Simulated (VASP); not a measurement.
Band structure of HgZn3Te4 (ordered alloy cell). These are PBEsol GGA, VASP's PBE PAW potentials (set 64) (plane waves; VASP) values and carry that method's errors.

Unless said otherwise, spin-orbit coupling is left out, though it shifts the bands of the heavy elements here.

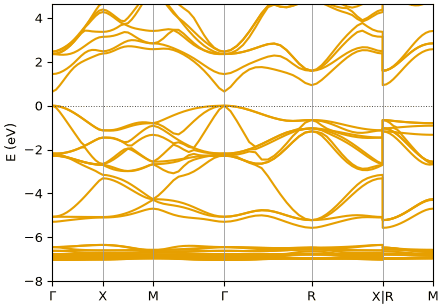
Fig. 1. Bands along high-symmetry lines, zero at the valence-band maximum or, without a gap, the Fermi level

Problem. Read the plot: is there a gap, and where are the band edges?

Solution. The gap is direct, 0.64 eV, from the valence maximum at Γ to the conduction minimum at Γ. (Edges off the drawn lines would not show.)

The structure was generated: HgZn3Te4 was put into an ordered model structure (P-43m), which need not be its known phase. It was relaxed first.
